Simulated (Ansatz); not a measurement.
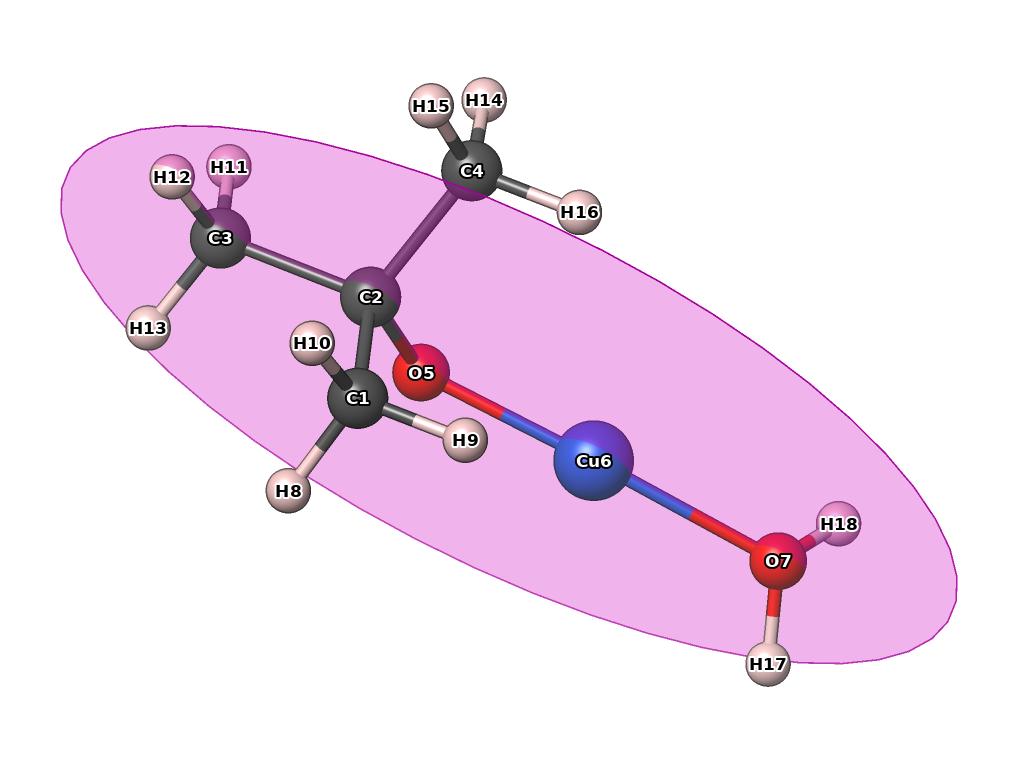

A disc through the centre of mass is drawn in. Atoms fade into the background with distance from the viewer. Charge 0, singlet. The geometry was computed by an optimisation with PBE0-D4/def2-TZVP. No frequency run is at hand to confirm it as a minimum.

Question: Is the plane of the disc a mirror plane of the structure?

Answer: Yes. The reflection leaves C2, C3, O5, Cu6, O7, H12 in place and moves C1 ↔ C4; H8 ↔ H14; H9 ↔ H16; H10 ↔ H15; H11 ↔ H13; H17 ↔ H18. The point group is Cs.
